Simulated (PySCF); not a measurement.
**C3H7BO, SMILES `C=CBOC`: what the electrons do**

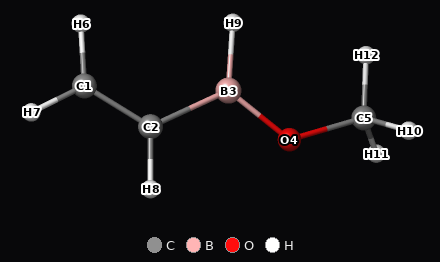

The molecule, with its atoms numbered as below. No frequency check shows the geometry to be a minimum.

Geometry (Å), atoms numbered from 1:

```
C1      -2.5710    0.1971    0.0002
C2      -1.3817   -0.3952   -0.0004
B3      -0.0168    0.3641   -0.0004
O4       1.0860   -0.3829    0.0005
C5       2.3938    0.1207    0.0001
H6      -2.6611    1.2719    0.0009
H7      -3.5008   -0.3520    0.0004
H8      -1.3569   -1.4793   -0.0004
H9       0.0331    1.5477   -0.0007
H10      2.9130   -0.2469    0.8884
H11      2.9127   -0.2488   -0.8887
H12      2.4091    1.2146   -0.0010
```

### 1. Bonding charge

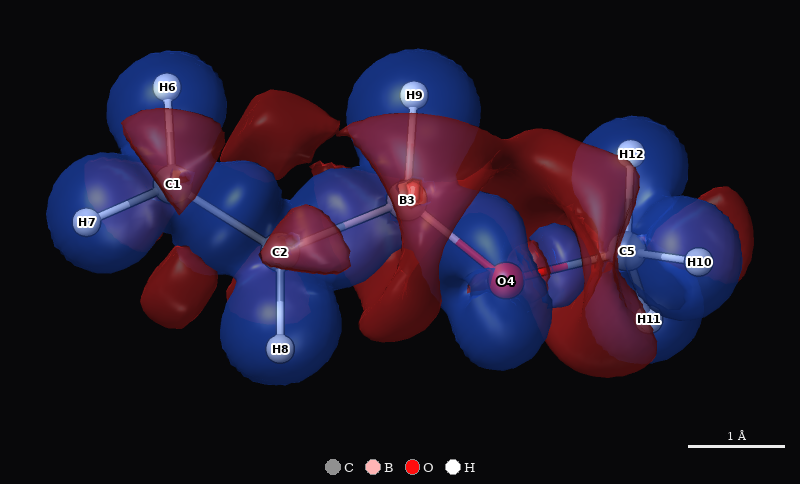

Deformation density (molecule less spherical, spin-averaged free atoms at the same positions), surfaces at ±0.05 e/Å³; blue: gain, red: loss.

Computed with PySCF, ωB97X/def2-TZVP, geometry: GFN2-xTB.

Q: How much density has each bond gained at its critical point, relative to the free atoms?

A: The five largest and four smallest: C5–H10 and C5–H11: +0.79 e/Å³ at the bond critical point (bond length 1.09 Å, Mayer order 1.0). C1–H6: +0.79 e/Å³ at the bond critical point (bond length 1.08 Å, Mayer order 1.0). C1–H7: +0.79 e/Å³ at the bond critical point (bond length 1.08 Å, Mayer order 1.0). C1–C2: +0.79 e/Å³ at the bond critical point (bond length 1.33 Å, Mayer order 1.9). C5–H12: +0.78 e/Å³ at the bond critical point (bond length 1.09 Å, Mayer order 1.0). B3–H9: +0.51 e/Å³ at the bond critical point (bond length 1.19 Å, Mayer order 1.0). C2–B3: +0.48 e/Å³ at the bond critical point (bond length 1.56 Å, Mayer order 1.0). B3–O4: +0.39 e/Å³ at the bond critical point (bond length 1.33 Å, Mayer order 1.3). O4–C5: +0.09 e/Å³ at the bond critical point (bond length 1.40 Å, Mayer order 0.9); up to 0.6 Å beside the axis the gain reaches +0.36 e/Å³. In all, 3.0 electrons gather in the regions of gain relative to the promolecule. A small or negative value marks a very polar bond, one between electron-rich atoms, whose free-atom densities already overlap strongly, a long bond to a heavier atom, or a closed-shell contact such as a hydrogen bond.

Q: Where do the Hirshfeld charges lie?

A: The highest Hirshfeld charge is on B3 (+0.18 e), the lowest on O4 (−0.16 e).

### 2. Bond critical points

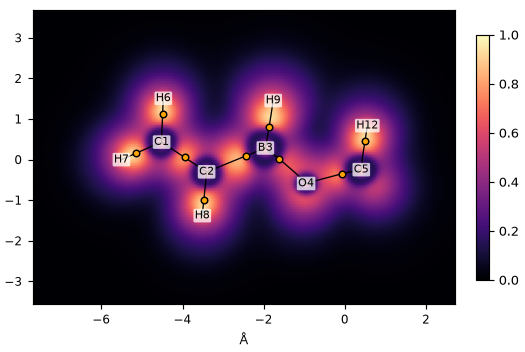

Localised orbital locator (LOL) in a plane through 10 of the atoms, with bond paths and bond critical points (dots).

Q: What values does LOL take at the bond critical points in this plane?

A: C5–H12: about 0.91; C1–H7: about 0.90; C1–H6: about 0.90; C2–H8: about 0.89; C1–C2: about 0.78; B3–H9: about 0.57; C2–B3: about 0.55; O4–C5: about 0.54; B3–O4: about 0.33. Values above 0.5 mark slow, localised electrons, as in shared pairs; low values at a critical point mark a polar or closed-shell contact whose critical point lies between the shells.

Q: Where along C2–B3 does the critical point lie?

A: 1.05 Å from C2 and 0.51 Å from B3.

### 3. Local ionisation energy

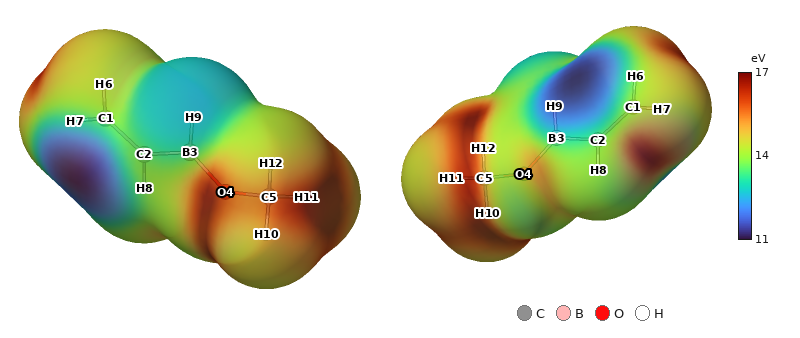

Average local ionisation energy on the surface of electron density 0.001 a.u. (back view left, front view right).

Q: Locate the minima of the map.

A: The lowest value is 11.1 eV, off the C1–C2 bond (2.2 Å from its atoms), and at like points elsewhere. Further minima include 12.6 eV, 1.5 Å from H9; 13.5 eV, 1.8 Å from O4; 13.9 eV, 1.4 Å from H8. For comparison, the highest occupied orbital lies at −10.2 eV.

### 4. Excited states

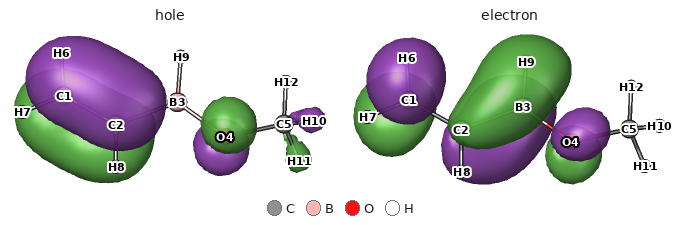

Leading natural transition orbital pair of S₂ (full linear response singlet states); the surfaces enclose about 85 % of each orbital's density.

Method: CAM-B3LYP/6-31G*; geometry: GFN2-xTB; program: PySCF. Without diffuse functions Rydberg states are missing, so the states' numbers hold for this basis only.

Q: Where does the state lie, and where do hole and electron sit?

A: 6.76 eV (183 nm), f = 0.502 (bright); the leading pair carries 98 %; hole on C1 (38 %), C2 (37 %) and O4 (8 %), electron on B3 (35 %), C1 (24 %) and C2 (16 %); their centroids lie 0.7 Å apart. The HOMO–LUMO gap is 9.50 eV.

### 5. Removing or adding an electron

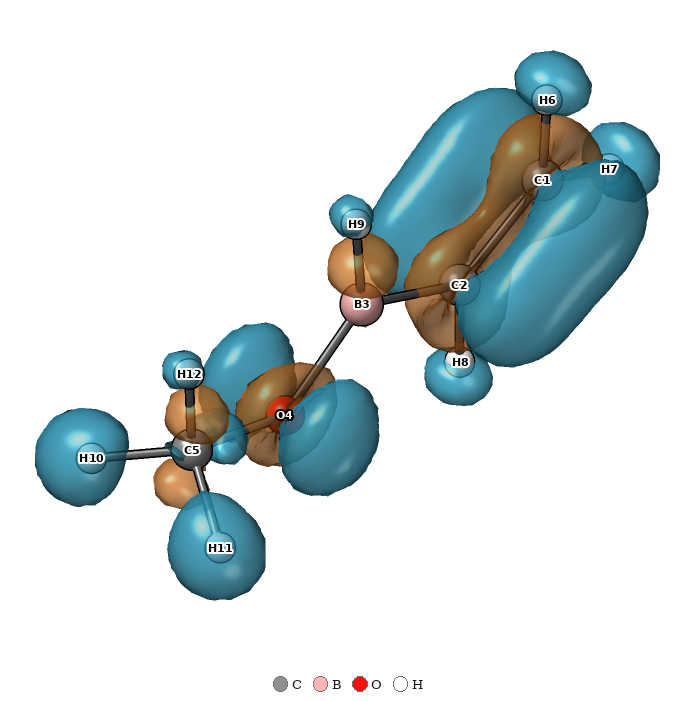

Fukui function f⁻ = ρ(N) − ρ(N−1) at fixed geometry, surfaces at ±0.03 e/Å³ (light blue positive, orange negative).

Method: BLYP/def2-SVPD; geometry: GFN2-xTB; program: PySCF.

Q: Which atoms respond most to the removal of an electron?

A: f⁻ (Hirshfeld-condensed) is largest on C1 (0.20), C2 (0.16) and O4 (0.11); the vertical ionisation energy is 9.61 eV (the stability of the cation's solution wasn't checked). Condensed values hint at sites of electrophilic attack but needn't mark the atom that reacts. Shares this close don't rank the sites. Orbital relaxation makes it negative in places (0.18 e in all).

```json
{"atom": "C1", "f⁻": "+0.20", "charge": "−0.05"}
{"atom": "C2", "f⁻": "+0.16", "charge": "−0.10"}
{"atom": "B3", "f⁻": "+0.07", "charge": "+0.15"}
{"atom": "O4", "f⁻": "+0.11", "charge": "−0.15"}
{"atom": "C5", "f⁻": "+0.06", "charge": "0.00"}
{"atom": "H6", "f⁻": "+0.07", "charge": "+0.04"}
{"atom": "H7", "f⁻": "+0.07", "charge": "+0.04"}
{"atom": "H8", "f⁻": "+0.06", "charge": "+0.03"}
{"atom": "H9", "f⁻": "+0.04", "charge": "−0.08"}
{"atom": "H10", "f⁻": "+0.06", "charge": "+0.04"}
{"atom": "H11", "f⁻": "+0.06", "charge": "+0.04"}
{"atom": "H12", "f⁻": "+0.04", "charge": "+0.04"}
```

### 6. Stretching a bond

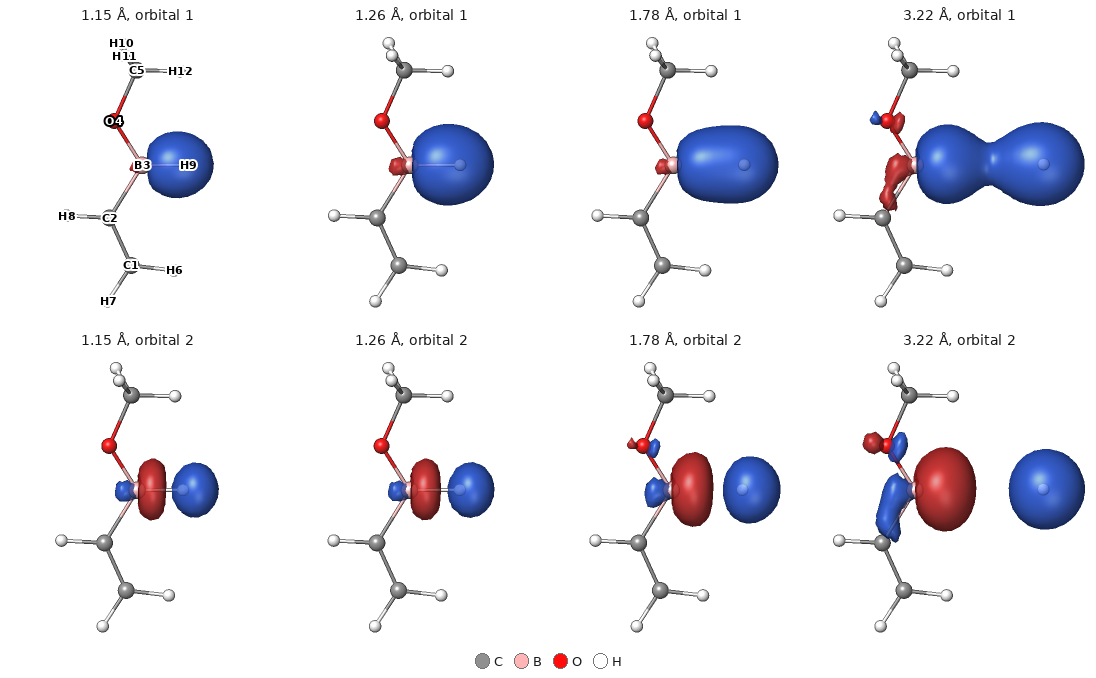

Rigid stretch of the B3–H9 bond. The two CASSCF(2,2) natural orbitals nearest half filling (orbital 1 the more occupied).

Method: def2-SVP basis; geometry: GFN2-xTB; program: PySCF.

Q: How do the occupations change along the stretch?

A: 1.15 Å: 1.99 and 0.01; 1.26 Å: 1.98 and 0.02; 1.78 Å: 1.93 and 0.07; 3.22 Å: 1.40 and 0.60. At the longest distance computed (3.22 Å) they are 1.40 and 0.60, and the effective number of unpaired electrons is 1.4.

Q: Where does the UHF solution part from RHF?

A: Between 1.78 Å (⟨S²⟩ = 0, the two coincide) and 2.07 Å (⟨S²⟩ = 0.30); at 3.22 Å ⟨S²⟩ is 1.01 and UHF lies 2.3 eV below RHF.

Q: How much energy does the stretch cost?

A: By CASSCF, 4.1 eV from the lowest point of the scan (1.26 Å) to 3.22 Å; RHF gives 6.1 eV from its own lowest point. The fragments aren't relaxed and dynamic correlation is missing, so this isn't a bond dissociation energy.
